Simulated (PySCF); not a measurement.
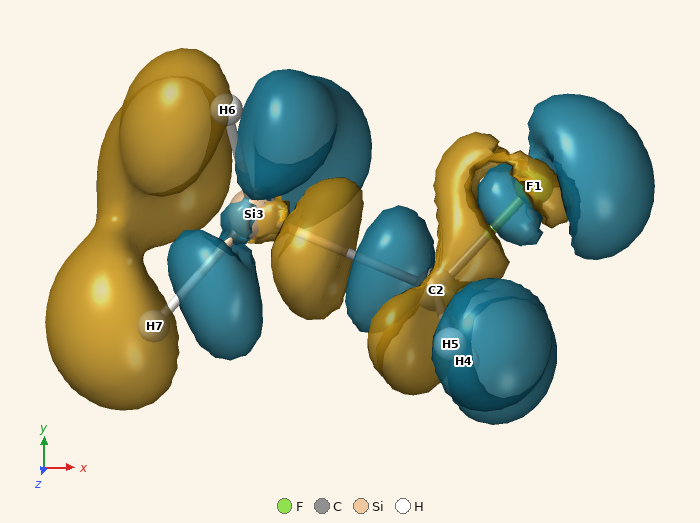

Figure. CH₄FSi, doublet, SMILES `FC[SiH2]`. Change of the electron density in a uniform field of 0.21 V/Å, surfaces at ±0.0015 e/Å³ (yellow: gain, teal: loss).

Method: HF/def2-SVPD; geometry: GFN2-xTB; program: PySCF. No frequency check shows the geometry to be a minimum. The stability of the open-shell solution wasn't checked. GFN2-xTB doesn't know the spin state, so this open-shell geometry is rough.

Cartesian coordinates (Å):

```
F1       1.5657    0.4158   -0.0740
C2       0.6245   -0.5796    0.1025
Si3     -1.1442    0.1283   -0.0878
H4       0.8563   -1.3585   -0.6291
H5       0.8011   -0.9870    1.1046
H6      -1.3692    1.2460    0.8156
H7      -2.1080   -0.9616   -0.0109
```

Q: Along which Cartesian direction does the field point?

A: Along +x: electrons gather on the −x side, against the field.

Q: How large is the response?

A: The induced dipole is 0.47 D (along the field); α along this axis, from the fields in both directions, is 46 bohr³ (6.8 Å³).

Q: Which atoms gain and lose the most charge?

A: Electrons gather most on Si3 (Hirshfeld charge changes by −0.008 e) and leave F1 most (+0.008 e); 0.045 electrons are displaced in all.
